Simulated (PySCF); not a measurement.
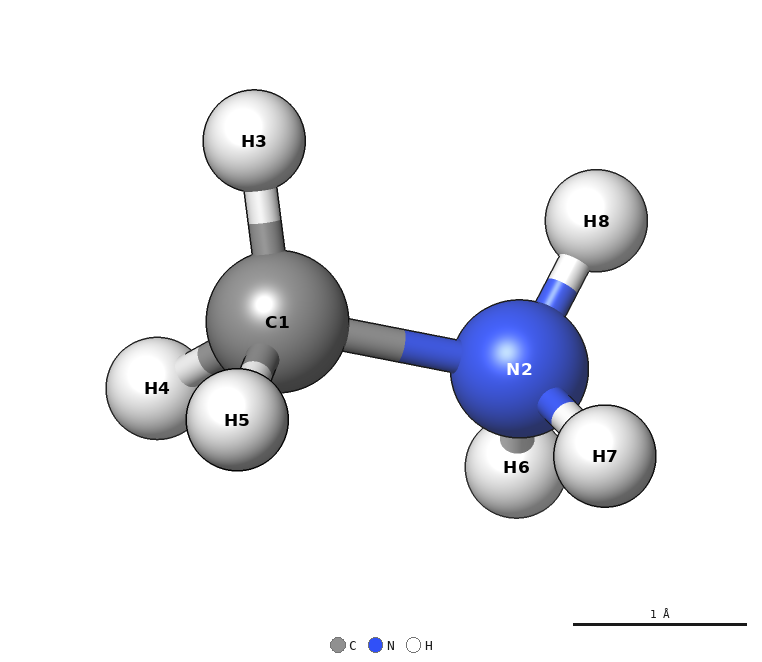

Atoms carry their numbers in the input. Charge +1, singlet. Geometry: a frame of a GFN2-xTB molecular-dynamics simulation, not a minimum.

Give the bond lengths.

```csv
bond,length (Å),order
C1–N2,1.498,single
C1–H3,1.061,single
C1–H4,1.092,single
C1–H5,1.091,single
N2–H6,1.008,single
N2–H7,1.017,single
N2–H8,1.001,single
```
